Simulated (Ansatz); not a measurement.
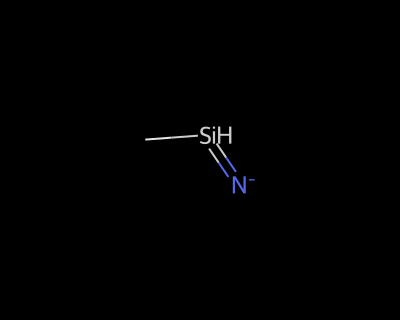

Charge −1, singlet. Computed geometry: PBE0-D4/def2-TZVPD optimisation. No frequency run is at hand to confirm it as a minimum. Properties computed with RKS PBE0-D4/def2-TZVPPD (Ansatz 0.2.0).

What does the calculation give?

The species is CH₄NSi⁻ (`C[SiH]=[N-]`).
- dispersion correction: −11.7 kJ/mol
